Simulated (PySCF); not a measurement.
# ZrCl4 (zirconium tetrachloride): levels of theory compared

We compute a comparison of 6 runs (BLYP/def2-SVP, PBE/def2-SVP, TPSS/def2-SVP, r2SCAN/def2-SVP, revPBE/def2-SVP, CCSD(T)/def2-SVP) of ZrCl4 (zirconium tetrachloride). Input form: a Python script.

The calculation is run with PySCF 2.14.0.

2 further runs of the same task are left out: 2 set aside as unsound or not needed.

### 1 The system as given

The species is ZrCl4 (5 atoms), meant as a singlet with charge 0. SMILES: `Cl[Zr](Cl)(Cl)Cl`. One bond was lengthened or shortened from a relaxed shape.

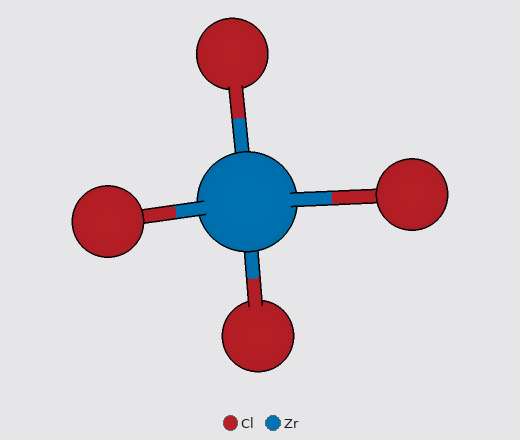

Viewed from a chosen angle; chlorine red, zirconium blue.

### 2 A single-point energy at BLYP/def2-SVP (core potential) (run 1)

job.py reads:

```python
from pyscf import gto, dft

molecule = gto.M(
    atom=[
    ('Cl', (0.202322, -0.166283, 2.439708)),
    ('Zr', (0.312312, 0.064517, 0.137878)),
    ('Cl', (1.857692, -1.434703, -0.715362)),
    ('Cl', (-2.081750, -0.430080, -0.919260)),
    ('Cl', (0.958572, 2.224627, -0.391372)),
],
    verbose=3,
    spin=0,
    ecp={'Zr': 'def2-svp'},
    max_memory=1860,
    basis='def2-svp',
)

myscf = dft.RKS(molecule, xc='blyp')
myscf.grids.level = 5
myscf.conv_tol = 1e-10
myscf.kernel()
if not myscf.converged:
    myscf = myscf.newton().run(myscf.mo_coeff, myscf.mo_occ)

etot = myscf.e_tot
print('Final energy', etot)
```

On the command line:

```
$ OMP_NUM_THREADS=1 python job.py
```

Output:

```text
converged SCF energy = -1887.54062117493
Final energy -1887.5406211749278
```

Wall time 42 s (1 thread of Intel Xeon at 2.50GHz (Skylake/Cascade Lake), shared host); peak memory 0.56 GiB.

### 3 A single-point energy at PBE/def2-SVP (core potential) (run 2)

mol.xyz reads:

```xyz
5
Cl4Zr
Cl     0.202322    -0.166283     2.439708
Zr     0.312312     0.064517     0.137878
Cl     1.857692    -1.434703    -0.715362
Cl    -2.081750    -0.430080    -0.919260
Cl     0.958572     2.224627    -0.391372
```

job.py reads:

```python
from pyscf import gto, dft

mol = gto.M(
    atom='mol.xyz',
    basis='def2-svp',
    verbose=3,
    ecp={'Zr': 'def2-svp'},
    max_memory=1860,
)

calc0 = dft.RKS(mol)
calc0.xc = 'pbe'
calc0.grids.level = 5
calc0.conv_tol = 1e-10
calc0.kernel()
if not calc0.converged:
    calc0 = calc0.newton().run(calc0.mo_coeff, calc0.mo_occ)

etot = calc0.e_tot
print('E = %.10f Eh' % etot)
```

On the command line:

```
$ OMP_NUM_THREADS=1 python job.py
```

Output:

```text
converged SCF energy = -1886.84437657802
E = -1886.8443765780 Eh
```

It took 43 s on 1 thread of Intel Xeon at 2.50GHz (Skylake/Cascade Lake), shared host; peak memory 0.56 GiB.

Run 3 isn't shown in full; the table further down has it.

### 4 The energy at r2SCAN/def2-SVP (core potential) (run 4)

run.py reads:

```python
from pyscf import gto, dft

mol = gto.M(
    atom='''
Cl     0.382333    -0.314229     4.610380
Zr     0.590184     0.121919     0.260552
Cl     3.510529    -2.711196    -1.351838
Cl    -3.933937    -0.812733    -1.737150
Cl     1.811439     4.203936    -0.739586
''',
    ecp={'Zr': 'def2-svp'},
    basis='def2-svp',
    unit='bohr',
    max_memory=1860,
    charge=0,
    verbose=3,
    spin=0,
)

ks = dft.RKS(mol)
ks.xc = 'r2scan'
ks.grids.level = 5
ks.conv_tol = 1e-10
ks.kernel()
if not ks.converged:
    ks = ks.newton().run(ks.mo_coeff, ks.mo_occ)

e_final = ks.e_tot
print('Final energy', e_final)
```

On the command line:

```
$ OMP_NUM_THREADS=1 python run.py
```

Output:

```text
converged SCF energy = -1887.5025616512
Final energy -1887.502561651197
```

Run time: 69 s. Hardware: 1 thread of Intel Xeon at 2.50GHz (Skylake/Cascade Lake), shared host; peak memory 0.56 GiB.

Run 5 isn't shown in full; the table further down has it.

### 5 A single-point energy at CCSD(T)/def2-SVP (core potential) (run 6)

input.py reads:

```python
from pyscf import gto, scf, cc

mol = gto.M(
    atom='''
Cl     0.382333    -0.314229     4.610380
Zr     0.590184     0.121919     0.260552
Cl     3.510529    -2.711196    -1.351838
Cl    -3.933937    -0.812733    -1.737150
Cl     1.811439     4.203936    -0.739586
''',
    basis='def2-svp',
    ecp={'Zr': 'def2-svp'},
    max_memory=1860,
    verbose=3,
    spin=0,
    unit='bohr',
)

myscf = scf.RHF(mol)
myscf.conv_tol = 1e-10
myscf.kernel()
if not myscf.converged:
    myscf = myscf.newton().run(myscf.mo_coeff, myscf.mo_occ)

mycc = cc.CCSD(myscf, frozen=20)
mycc.kernel()
e_t = mycc.ccsd_t()
e_final = mycc.e_tot + e_t
print('E = %.10f Eh' % e_final)
```

On the command line:

```
$ OMP_NUM_THREADS=1 python input.py
```

Output:

```text
converged SCF energy = -1884.26781596242
E(CCSD) = -1885.067756506052  E_corr = -0.7999405436282088
CCSD(T) correction = -0.0273516957785353
E = -1885.0951082018 Eh
```

Run time: 2.5 min. Hardware: 1 thread of Intel Xeon at 2.50GHz (Skylake/Cascade Lake), shared host; peak memory 0.62 GiB.

### 6 The series

| run | level | integration grid | frozen core orbitals | energy (Eh) | dipole moment (D) of the reference | HOMO energy (eV) | LUMO energy (eV) | wall time |
| --- | --- | --- | --- | --- | --- | --- | --- | --- |
| 1 | BLYP/def2-SVP (core potential) | 5 | – | -1887.540621 | 1.70 | -7.22 | -3.55 | 42 s |
| 2 | PBE/def2-SVP (core potential) | 5 | – | -1886.844377 | 1.73 | -7.47 | -3.79 | 43 s |
| 3 | TPSS/def2-SVP (core potential) | 5 | – | -1887.671540 | 1.77 | -7.66 | -3.81 | 74 s |
| 4 | r2SCAN/def2-SVP (core potential) | 5 | – | -1887.502562 | 1.84 | -7.90 | -3.81 | 69 s |
| 5 | revPBE/def2-SVP (core potential) | 5 | – | -1887.281220 | 1.76 | -7.44 | -3.76 | 46 s |
| 6 | CCSD(T)/def2-SVP (core potential) | – | 20 | -1885.095108 | 2.15 | -12.12 | 0.36 | 2.5 min |

### 7 Results

```
                                           quantity           value
                                run 6: total energy  -1885.09511 Eh
        run 6: dipole moment (Hartree–Fock density)          2.15 D
         run 6: HOMO energy (Hartree–Fock orbitals)       -12.12 eV
         run 6: LUMO energy (Hartree–Fock orbitals)         0.36 eV
       run 6: HOMO–LUMO gap (Hartree–Fock orbitals)        12.48 eV
run 6: correlation energy (20 core orbitals frozen)      -827.3 mEh
                              run 6: (T) correction      -27.35 mEh
                               run 6: T1 diagnostic           0.018
```

What this shows: Over runs 1, 2, 3, 4, 5 the dipole moment (its size) runs from 1.70 D (BLYP/def2-SVP) to 1.84 D (r2SCAN/def2-SVP). Over runs 1, 2, 3, 4, 5 the HOMO–LUMO gap runs from 3.67 eV (BLYP/def2-SVP) to 4.09 eV (r2SCAN/def2-SVP). Totals of different functionals can't be ranked against each other. All runs together took 7 min, the longest 2.5 min.
